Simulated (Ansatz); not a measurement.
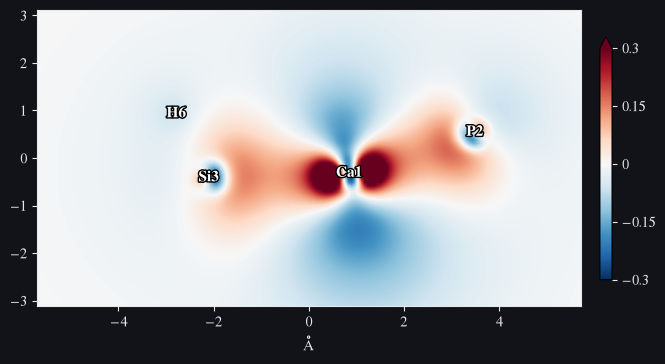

*CaH5PSi (SMILES [SiH3][Ca][PH2]). The LUMO on the plane of atoms P2, Ca1 and Si3 (values in Å⁻³ᐟ²; the overall sign is arbitrary).*

Geometry: PBE0-D3(BJ)/def2-SVP.

The calculation used isolated molecule in a Gaussian basis; Kohn-Sham density functional theory, functional PBE0 (Ansatz).

| atom | x (Å) | y (Å) | z (Å) |
| --- | --- | --- | --- |
| Ca | -0.3194 | 0.5337 | 1.6160 |
| P | -1.8818 | 2.6090 | 2.6143 |
| Si | 0.7208 | -1.7150 | 0.0034 |
| H | 0.8935 | -3.0134 | 0.7559 |
| H | 2.0824 | -1.4861 | -0.6093 |
| H | -0.1356 | -2.1036 | -1.1776 |
| H | -1.6682 | 2.0479 | 3.9235 |
| H | -0.6733 | 3.3882 | 2.6959 |

Where does this orbital lie, and at what energy?

Its weight (Hirshfeld) is mainly on Ca1 (about 85 %), P2 (about 5 %) and Si3 (about 5 %). Its energy is −2.11 eV.
